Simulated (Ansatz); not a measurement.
# SnH2 (model cell, started as rutile): a soft mode frozen in, part 2 of 2

Wanted: the energy along a soft mode of SnH2 (model cell, started as rutile) and the structure at the end.

Ansatz 0.2.0; DFT PBE, scalar-relativistic, plane waves, PAW.

So far, highest frequency on the path or at a solved wavevector (cm⁻¹): step 2 (response at finite wavevector) 977. Also lowest frequency on the path (cm⁻¹): step 2 -805.

The structure was built from a prototype and need not be the compound's stable phase.

## (4) The mode frozen in, largest atomic shift 0.45 Å

The atoms are moved along the unstable eigenvector, the largest shift by 0.45 Å, with the cell fixed.

input.yaml

```yaml
crystal:
  lattice:
    - [4.8575969519, 0.0, 3.6419952209]
    - [4.8575969519, 0.0, -3.6419952209]
    - [0.0, 4.8575969519, 3.6419952209]
  atoms:
    - { symbol: Sn, position: [0.0, 0.0, 0.0] }
    - { symbol: Sn, position: [0.5, 0.5, 0.0] }
    - { symbol: Sn, position: [0.25, 0.2500973129, 0.5000973129] }
    - { symbol: Sn, position: [0.75, 0.7499026871, 0.4999026871] }
    - { symbol: H, position: [-0.0617793232, 0.3728518407, 0.3110725174] }
    - { symbol: H, position: [0.5617793232, 0.7492931942, 0.3110725174] }
    - { symbol: H, position: [0.0617793232, 0.6271481593, 0.6889274826] }
    - { symbol: H, position: [0.4382206768, 0.2507068058, 0.6889274826] }
    - { symbol: H, position: [0.5610725174, 0.2472266159, 0.1861540985] }
    - { symbol: H, position: [0.0610725174, 0.7527733841, 0.1917008666] }
    - { symbol: H, position: [0.9389274826, 0.2472266159, 0.8082991334] }
    - { symbol: H, position: [0.4389274826, 0.7527733841, 0.8138459015] }
kpoints:
  mp_grid: { grid: [8, 8, 8] }
hamiltonian:
  xc: pbe
scf:
  occupations: { method: methfessel_paxton, width: 0.2 }
output:
  forces: true
  stress: true
  eigenvalues: true
```

Launch:

```
$ ansatz run input.yaml --threads 8 --pin off --max-ram 14336MiB --backend cpu --events-out ev --progress --plain --runs-dir out
```

Numbers of over 12 decimals in the logs are rounded to 6 here.

What it wrote:

```text
[...]
Crystal: 12 atoms, lattice volume = 171.875 Å³
Basis set: ecut = 420 eV, 3329 PW (Γ), exchange–correlation on 90×90×90 points (8 copies of the dense FFT grid, shifted against one another)
Bands: 44, of which v1, the nominal top of the filled ones, is band 32 counted from 1 (31 counted from 0)
Symmetry: 8 space group operations
[...]
k-points: 95 of 512
[...]
k-point 0: bands = [... 28 lower, 2.1742, 2.6893, 4.2828, 5.7288, 6.4547, 7.9261, 8.8666, 9.1243, ... 8 higher]
  k-point 1: bands = [... 28 lower, 2.8063, 3.1733, 4.3167, 5.8892, 6.3831, 8.0075, 8.5900, 9.0092, ... 8 higher]
  k-point 2: bands = [... 28 lower, 3.6833, 4.0163, 4.3727, 6.3051, 6.3359, 7.5561, 8.2108, 9.2313, ... 8 higher]
  k-point 94: bands = [... 28 lower, 3.1735, 3.2398, 6.0461, 7.2385, 8.1203, 9.2185, 9.7936, 9.9299, ... 8 higher]
[key lines of the parts left out:]
SCF converged after 8 iterations
Free energy (F): -24218.484035 eV
Fermi energy:    6.679614 eV
P = ⅓ Tr σ = 1.7164 GPa (17.164 kbar)
```

Run time: 9.6 s. Hardware: 8 threads of Arm Neoverse N1, shared host; peak memory 0.98 GiB.

Numbers from this step:

```yaml
pressure: 1.716 GPa
energy_from_the_undistorted_cell: -28.38 meV/atom
```

The energy, extrapolated to zero smearing, is -28.38 meV/atom against the undistorted cell.

The run ends at a pressure of 1.72 GPa, with forces up to 0.40 eV/Å.

## (5) Energy along the mode, all amplitudes (two of the runs are shown above)

An imaginary frequency means negative curvature, so the energy should fall and then rise again as anharmonic terms take over.

This step gave:

| Item | Value |
| --- | --- |
| depth at the lowest point sampled | 28.38 meV/atom |
| largest atomic shift at that point | 0.45 Å |

Energy from the parent against largest atomic shift:

| largest atomic shift (Å) | energy from the parent (meV/atom) |
| --- | --- |
| 0.000 | 0 |
| 0.040 | -0.596 |
| 0.080 | -2.31 |
| 0.140 | -6.56 |
| 0.220 | -14.1 |
| 0.320 | -23.4 |
| 0.450 | -28.4 |
| 0.600 | -12.8 |

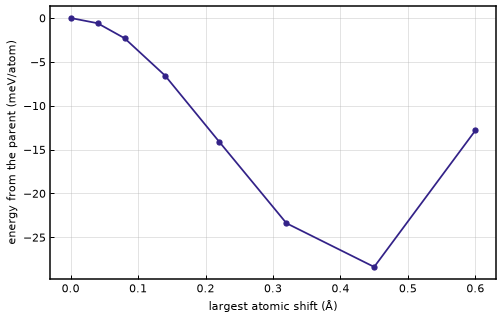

Energy from the parent against largest atomic shift.

Displacement at unit largest shift by atom:

| atom | x (Å) | y (Å) | z (Å) | size |
| --- | --- | --- | --- | --- |
| Sn1 | 0.00 | 0.00 | 0.00 | 0.00 |
| Sn2 | 0.00 | 0.00 | 0.00 | 0.00 |
| Sn3 | 0.00 | 0.00 | 0.00 | 0.00 |
| Sn4 | 0.00 | 0.00 | 0.00 | 0.00 |
| H5 | 0.00 | 0.00 | -1.00 | 1.00 |
| H6 | 0.00 | 0.00 | 1.00 | 1.00 |
| H7 | 0.00 | 0.00 | 1.00 | 1.00 |
| H8 | 0.00 | 0.00 | -1.00 | 1.00 |
| H9 | -0.03 | -0.03 | 0.00 | 0.04 |
| H10 | 0.03 | 0.03 | 0.00 | 0.04 |
| H11 | -0.03 | -0.03 | 0.00 | 0.04 |
| H12 | 0.03 | 0.03 | 0.00 | 0.04 |

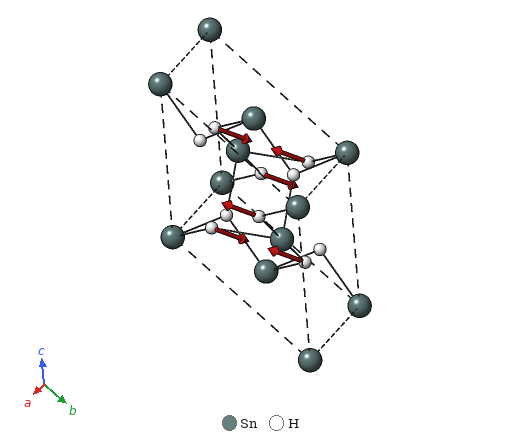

Displacement at unit largest shift as arrows, the longest 1 Å. Bonds to atoms that aren't drawn are left out. Some periodic images of atoms are drawn too.

The lowest of the steps tried is at 0.45 Å, 28.4 meV/atom below the parent; the bottom of the well need not coincide with a step.

## (6) Relaxation from the frozen mode

Starting from the lowest point found, all atoms and the cell are let go, so that strain and other modes of the same symmetry can join in.

Edit input.yaml of step 4 so:

```diff
@@ -28 +28,6 @@
   eigenvalues: true
+relax:
+  adjacent_minimum: "off"
+  f_tol: 0.002
+  max_steps: 120
+  cell: { stress_tol: 0.03 }
```

What it wrote:

```text
[...]
Crystal: 12 atoms, lattice volume = 171.875 Å³
Basis set: ecut = 420 eV, 3329 PW (Γ), exchange–correlation on 90×90×90 points (8 copies of the dense FFT grid, shifted against one another)
Bands: 44, of which v1, the nominal top of the filled ones, is band 32 counted from 1 (31 counted from 0)
Symmetry: 8 space group operations
[...]
k-points: 95 of 512
[...]
SCF iter   1: F=—  HF=-24218.489531 eV  |F-HF|=—  |Δ(HF+E_count)|=         —  Δρ=2.84e-3  dr2=2.12e-2  ethr=1.77e-3  ⟨swp⟩=7.0  Hψ=18008  notcnv=0
[...]
SCF iter   8: F=-24218.484035 eV  HF=-24218.484035 eV  |F-HF|=7.77e-9  |Δ(HF+E_count)|=   8.02e-8  S|Δr|=    0.00e0  Δρ=2.91e-6  dr2=2.10e-8  ethr=1.56e-10  ⟨swp⟩=10.7  Hψ=18373  notcnv=0
SCF 1 converged in 8 iterations: F = -24218.484035 eV  dr2 = 2.10e-8
[...]
relax step   1: F+E_penalty+E_count = -24218.48403454 eV  Δ(F+E_penalty+E_count) = +0.000e0 eV  max|allowed force component| = 2.851e-1 eV/Å  Δτ_max = 0.0000 Å  P = +1.716 GPa  Ω = 171.875 Å³  (8 SCF iters, dr2 threshold 1.00e-7 eV, accepted)
Crystal: 12 atoms, lattice volume = 180.943 Å³
Basis set: ecut = 420 eV, 3537 PW (Γ), exchange–correlation on 90×90×90 points (8 copies of the dense FFT grid, shifted against one another)
[...]
SCF iter   7: F=-24218.558479 eV  HF=-24218.558478 eV  |F-HF|=5.86e-8  |Δ(HF+E_count)|=   1.36e-6  S|Δr|=    0.00e0  Δρ=5.95e-6  dr2=1.36e-7  ethr=1.87e-9  ⟨swp⟩=6.9  Hψ=16733  notcnv=0
SCF 2 converged in 7 iterations: F = -24218.558479 eV  dr2 = 1.36e-7
relax step   2: F+E_penalty+E_count = -24218.55847852 eV  Δ(F+E_penalty+E_count) = -7.444e-2 eV  max|allowed force component| = 1.257e-1 eV/Å  Δτ_max = 0.0897 Å  P = -1.161 GPa  Ω = 180.943 Å³  energy of the carried Pulay correction = -6.379e-3 eV  (7 SCF iters, dr2 threshold 1.20e-6 eV, accepted)
Crystal: 12 atoms, lattice volume = 175.443 Å³
Basis set: ecut = 420 eV, 3413 PW (Γ), exchange–correlation on 90×90×90 points (8 copies of the dense FFT grid, shifted against one another)
[...]
SCF iter   6: F=-24218.594473 eV  HF=-24218.594472 eV  |F-HF|=3.76e-7  |Δ(HF+E_count)|=   4.19e-6  S|Δr|=    0.00e0  Δρ=1.36e-5  dr2=5.59e-7  ethr=1.87e-9  ⟨swp⟩=8.2  Hψ=18483  notcnv=0
SCF 3 converged in 6 iterations: F = -24218.594473 eV  dr2 = 5.59e-7
relax step   3: F+E_penalty+E_count = -24218.59447257 eV  Δ(F+E_penalty+E_count) = -3.599e-2 eV  max|allowed force component| = 4.877e-2 eV/Å  Δτ_max = 0.0479 Å  P = -0.358 GPa  Ω = 175.443 Å³  energy of the carried Pulay correction = -2.550e-3 eV  (6 SCF iters, dr2 threshold 1.20e-6 eV, accepted)
[...]
relax step   4: F+E_penalty+E_count = -24218.60166487 eV  Δ(F+E_penalty+E_count) = -7.192e-3 eV  max|allowed force component| = 3.024e-2 eV/Å  Δτ_max = 0.0191 Å  P = -0.021 GPa  Ω = 173.157 Å³  energy of the carried Pulay correction = -9.225e-4 eV  (6 SCF iters, dr2 threshold 4.42e-7 eV, accepted)
[...]
relax step   5: F+E_penalty+E_count = -24218.60426001 eV  Δ(F+E_penalty+E_count) = -2.595e-3 eV  max|allowed force component| = 1.266e-2 eV/Å  Δτ_max = 0.0368 Å  P = -0.118 GPa  Ω = 173.046 Å³  energy of the carried Pulay correction = -8.427e-4 eV  (7 SCF iters, dr2 threshold 5.71e-8 eV, accepted)
[...]
relax step   6: F+E_penalty+E_count = -24218.60534832 eV  Δ(F+E_penalty+E_count) = -1.088e-3 eV  max|allowed force component| = 6.450e-3 eV/Å  Δτ_max = 0.0111 Å  P = +0.022 GPa  Ω = 172.439 Å³  energy of the carried Pulay correction = -4.067e-4 eV  (6 SCF iters, dr2 threshold 1.04e-7 eV, accepted)
[...]
relax step   7: F+E_penalty+E_count = -24218.60537032 eV  Δ(F+E_penalty+E_count) = -2.201e-5 eV  max|allowed force component| = 4.757e-4 eV/Å  Δτ_max = 0.0022 Å  P = +0.001 GPa  Ω = 172.527 Å³  energy of the carried Pulay correction = -4.703e-4 eV  (5 SCF iters, dr2 threshold 1.27e-8 eV, accepted)
[...]
SCF iter   6: F=-24218.606885 eV  HF=-24218.606885 eV  |F-HF|=0.00e0  |Δ(HF+E_count)|=  5.09e-11  S|Δr|=    0.00e0  Δρ=7.01e-8  dr2=2.10e-11  ethr=1.00e-12  ⟨swp⟩=6.7  Hψ=14196  notcnv=0
SCF 8 converged in 6 iterations: F = -24218.606885 eV  dr2 = 2.10e-11
relax step   8: F+E_penalty+E_count = -24218.60688539 eV  Δ(F+E_penalty+E_count) = -1.515e-3 eV  max|allowed force component| = 1.099e-3 eV/Å  Δτ_max = 0.0000 Å  P = +0.002 GPa  Ω = 172.527 Å³  stress off target by 2.68e-2 GPa  SCF on the basis re-selected at this cell (its energy is not comparable with the rows above)  (6 SCF iters)
basis re-selected at this cell: Δ(F+E_penalty+E_count) = -1.515e-3 eV, ΔP = +0.001 GPa vs the last step (what re-selecting the basis moved, of the pressure what is left beyond the Pulay correction that the steps carried, after the strain that the cell walked since its last selection, with what the two solves' SCF thresholds leave and, on support functions, any second-order correction that the steps lacked; it is no m [...]
SCF converged after 6 iterations
[...]
Free energy (F): -24218.606885 eV
[...]
Internal energy: -24218.607411 eV  (E = F + TS)
E sigma→0 (E₀):  -24218.607017 eV
Entropy (-TS):   0.000526 eV (0.044 meV/atom)
Fermi energy:    6.442610 eV
[...]
--- Forces (eV/Å), atoms counted from 1 ---
  atom   1  Sn    -0.00000000    -0.00000000    -0.00000000
  atom   2  Sn     0.00000000     0.00000000    -0.00000000
  atom   3  Sn    -0.00016306    -0.00016306     0.00000000
  atom   4  Sn     0.00016306     0.00016306     0.00000000
  atom   5  H      0.00031445     0.00031445     0.00030331
  atom   6  H      0.00031445     0.00031445    -0.00030331
  atom   7  H     -0.00031445    -0.00031445    -0.00030331
  atom   8  H     -0.00031445    -0.00031445     0.00030331
  atom   9  H      0.00109948    -0.00052194     0.00000000
  atom  10  H      0.00052194    -0.00109948     0.00000000
  atom  11  H     -0.00052194     0.00109948     0.00000000
  atom  12  H     -0.00109948     0.00052194     0.00000000
  max |Σ_I F_I| component: 1.08e-19 eV/Å
--- Stress (GPa, compression-positive) ---
       -0.010499      -0.000405       0.000000
       -0.000405      -0.010499      -0.000000
       -0.000000      -0.000000       0.026820
  P = ⅓ Tr σ = 0.0019 GPa (0.019 kbar)
--- Band table (eV; the first three rows and the last of 95) ---
  k-point 0: bands = [... 28 lower, 2.2978, 2.5527, 3.8973, 5.5122, 6.2390, 6.9206, 8.9640, 9.4343, ... 8 higher]
  k-point 1: bands = [... 28 lower, 2.9367, 3.0744, 4.0036, 5.6884, 6.1806, 7.0358, 8.8929, 9.1118, ... 8 higher]
  k-point 2: bands = [... 28 lower, 3.8054, 3.9111, 4.2759, 6.1057, 6.1465, 7.3821, 7.7704, 9.0633, ... 8 higher]
  k-point 94: bands = [... 28 lower, 3.2733, 3.3135, 5.6303, 7.2077, 7.6467, 8.3928, 9.1523, 9.7496, ... 8 higher]
--- Relaxed structure (7 steps of the walk, 7 accepted, 1 SCFs on fresh bases) ---
  F+E_penalty+E_count = -24218.60688539 eV   max|allowed force component| = 1.099e-3 eV/Å   (the final SCF, on the basis selected at the relaxed cell)
  cell:  # Å, volume = 172.5274 Å³
    - [4.759166, -0.041201, 3.808895]
    - [4.759166, -0.041201, -3.808895]
    - [-0.041201, 4.759166, 3.808895]
  atoms:
    - { symbol: Sn, position: [-2.3161625295747333e-19, 2.409161374410049e-19, 1.748378282904097e-19] }
    - { symbol: Sn, position: [0.500000, 0.5, 0.0] }
    - { symbol: Sn, position: [0.250000, 0.227838, 0.477838] }
    - { symbol: Sn, position: [0.750000, 0.772162, 0.522162] }
    - { symbol: H, position: [-0.074476, 0.393454, 0.318977] }
    - { symbol: H, position: [0.574476, 0.744501, 0.318977] }
    - { symbol: H, position: [0.074476, 0.606546, 0.681023] }
    - { symbol: H, position: [0.425524, 0.255499, 0.681023] }
    - { symbol: H, position: [0.565080, 0.244660, 0.179580] }
    - { symbol: H, position: [0.065080, 0.755340, 0.190260] }
    - { symbol: H, position: [0.934920, 0.244660, 0.809740] }
    - { symbol: H, position: [0.434920, 0.755340, 0.820420] }
```

It took 79 s on 8 threads; peak memory 1.1 GiB.

Step by step:

| step | energy less that of the first step (eV) | largest force component (eV/Å) | pressure (GPa) | volume (Å³) |
| --- | --- | --- | --- | --- |
| 1 | 0.0000 | 0.2851 | 1.72 | 171.87 |
| 2 | -0.0744 | 0.1257 | -1.16 | 180.94 |
| 3 | -0.1104 | 0.0488 | -0.36 | 175.44 |
| 4 | -0.1176 | 0.0302 | -0.02 | 173.16 |
| 5 | -0.1202 | 0.0127 | -0.12 | 173.05 |
| 6 | -0.1213 | 0.0065 | 0.02 | 172.44 |
| 7 | -0.1213 | 0.0005 | 0.00 | 172.53 |
| 8* | -0.1228 | 0.0011 | 0.00 | 172.53 |

Relaxation steps marked * repeat the geometry before them on a plane-wave basis chosen anew for their cell, so energy and pressure can jump there.

Forces are held to the 8 operations that the run works with; a distortion that breaks them can't arise in this run.

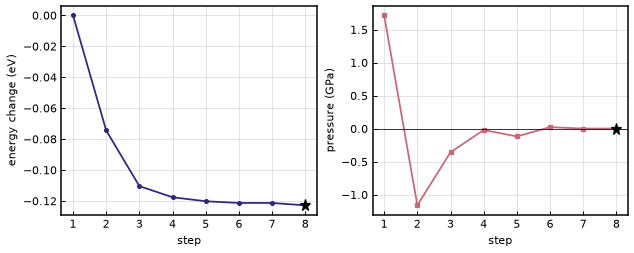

Energy and pressure along the relaxation. Stars mark steps on a basis chosen anew.

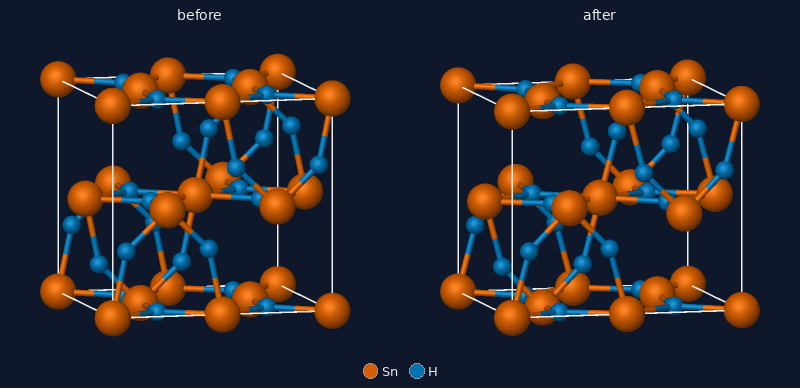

Before and after, at one scale.

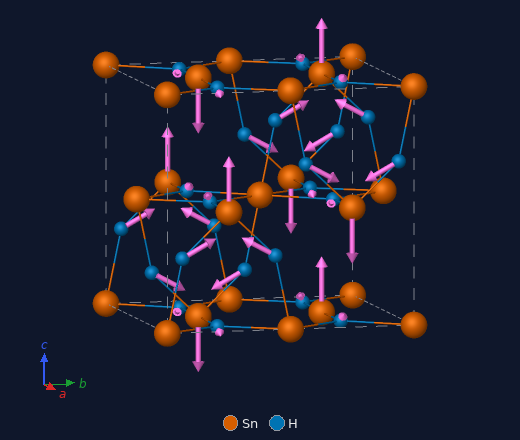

Displacements in the relaxation, exaggerated, measured against the changing cell; the longest in the cell stands for 0.15 Å. Some periodic images of atoms are drawn too.

| conventional cell, symmetrised | before | after | change |
| --- | --- | --- | --- |
| a (Å) | 6.870 | 6.789 | -1.2 % |
| b (Å) | 7.284 | 7.618 | +4.6 % |
| c (Å) | 6.870 | 6.672 | -2.9 % |
| volume (Å³/atom) | 14.32 | 14.38 | +0.4 % |

The atoms that moved most (Å, as changes of fractional coordinates times the final cell):

| atom | dx | dy | dz | length |
| --- | --- | --- | --- | --- |
| Sn4 | 0.105 | 0.105 | 0.000 | 0.149 |
| Sn3 | -0.105 | -0.105 | 0.000 | 0.149 |
| H5 | 0.037 | 0.037 | -0.097 | 0.110 |
| H6 | 0.037 | 0.037 | 0.097 | 0.110 |
| H7 | -0.037 | -0.037 | 0.097 | 0.110 |
| H8 | -0.037 | -0.037 | -0.097 | 0.110 |
| H12 | -0.007 | 0.031 | 0.000 | 0.032 |
| H10 | 0.031 | -0.007 | 0.000 | 0.032 |

The relaxed structure:

```xyz
12
Lattice="4.7592 -0.0412 3.8089 4.7592 -0.0412 -3.8089 -0.0412 4.7592 3.8089" Properties=species:S:1:pos:R:3 pbc="T T T"
Sn    0.0000    0.0000    0.0000
Sn    4.7592   -0.0412    0.0000
Sn    2.2544    2.2544    1.9044
Sn    7.2227    2.4223    1.9044
H     1.5049    1.5049   -0.5673
H     6.2641    1.4637    0.5673
H     3.2130    3.2130    0.5673
H     3.2130    3.2130    3.2416
H     3.8463    0.8213    1.9044
H     3.8967    0.8717   -1.9044
H     5.5805    3.8051    5.7133
H     5.6308    3.8555    1.9044
```

Numbers from this step:

```
pressure        : 0.001941 GPa
volume per atom : 14.38 Å³
```

The distorted start has space group Imma; the relaxation ends in Imma.

## (7) Results

| Quantity | Value |
| --- | --- |
| unstable mode of the parent | q = (-0.5, -0.5, -0.5), 794i cm⁻¹ |
| depth at the lowest point sampled | 28.4 meV/atom |
| largest atomic shift at that point | 0.45 Å |
| space group reached (within 0.01 Å) | Imma |
| energy gained over the parent (first relaxation, on the mesh of the frozen mode) | 38.6 meV/atom |
| volume per atom, phase reached | 14.4 Å³ |

**Reading.** Along this mode the structure falls into Imma, 38.6 meV/atom below the parent. At the parent's cell the well is 28.38 meV/atom deep on the steps tried, with its lowest point at a shift of 0.45 Å. Relaxing atoms and cell changes the gain by +10.24 meV/atom against the lowest step (energies at zero smearing). The modes of the phase reached were not computed on this path. Of the 6 patterns followed to their end from this parent, this one ends 110 meV/atom above the lowest, P4_32_12. Each path keeps the symmetry of its pattern, so a lower phase may lie along a pattern not tried. With no gap, or one that is small against the smearing, the frequencies hang on the k mesh and the smearing, most of all near Kohn anomalies. Spin-orbit coupling is left out, which can matter for the heavy elements here. The starting cell was built on a prototype and not taken from a measurement, so the phase need not exist.

[Logs are printed without paths, hosts, clocks, repeated set-up lines and the standing remarks that a program may print on its own settings, such as how far it seeks lower states.]

[Hosts, paths, dates, database ids (printed as entryN), source tags and the programs' standing remarks are cut or masked in the printed files.]
